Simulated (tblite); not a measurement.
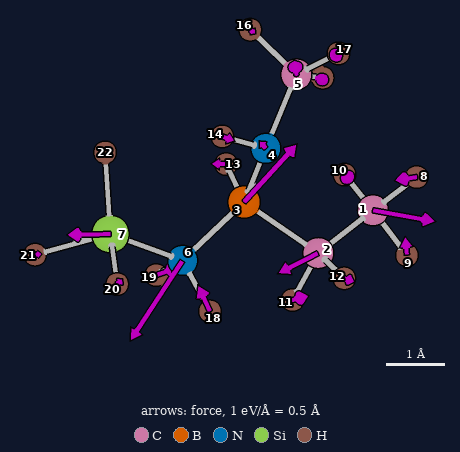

Starting geometry of C$_{3}$H$_{15}$BN$_{2}$Si with the computed forces as purple arrows. Style: ball-and-stick. Shown at a tilt.

Computed with GFN2-xTB geometry optimisation, gas phase (tblite). 

### What follows when this structure is relaxed?

It isn't relaxed: the largest force vector, on an N atom, is 3.39 eV/Å. The final displacements have little in common with the starting forces (cosine between the two patterns 0.09). Over 218 geometry steps the energy falls by 1.947 eV. An H atom moves most after the best rigid fit: 1.59 Å. Largest moves by element: H 1.59 Å, Si 0.88 Å, C 0.72 Å, N 0.52 Å, B 0.49 Å. Among the contacts that change: N–Si 3.084 → 2.013 Å, B–N 1.493 → 1.586 Å, N–Si 1.755 → 1.848 Å, B–N 1.518 → 1.577 Å. New bonds form: N–Si (3.08 → 2.01 Å). Among the angles between lasting bonds that change: N–B–N 116.6° → 95.7°, B–N–Si 117.0° → 97.9°, H–Si–H 113.2° → 130.5°. Groups turn about B–N by about 30°.
